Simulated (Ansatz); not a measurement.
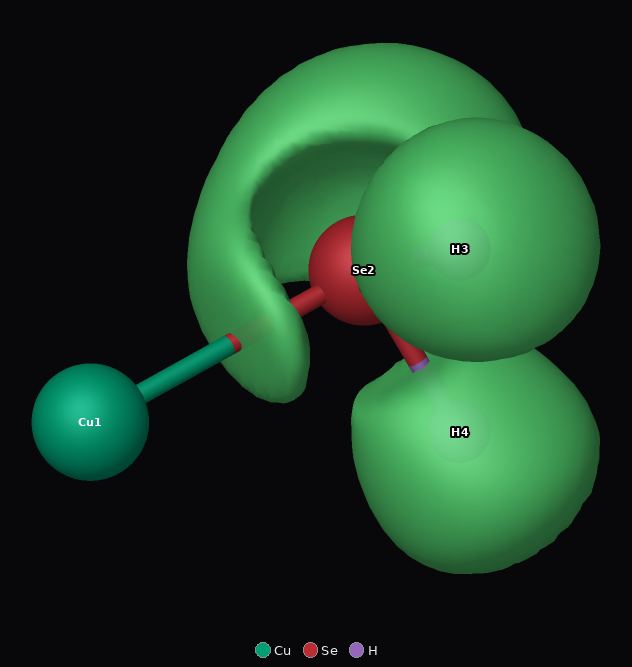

CuH₂Se (charge +1). Isosurface of the electron localisation function at 0.75 (green), seen at an oblique angle. Core shells and regions of very low density are left out.

Geometry: rigid move from PBE0-D4/def2-TZVP.

Computed with Ansatz 0.2.0, RKS PBE0-D4/def2-TZVPPD.

Q: Describe the localisation domains.

A: The ELF exceeds this value in two regions around hydrogen nuclei and one lobe on Se, pointing away from the bonds (lone pairs).

Values along the shortest contacts:
Cu–Se (2.61 Å): the ELF peaks at about 0.85 between the atoms. Se–H (1.48 Å): the ELF climbs to about 1 towards the hydrogen, as it does in any bond to H.
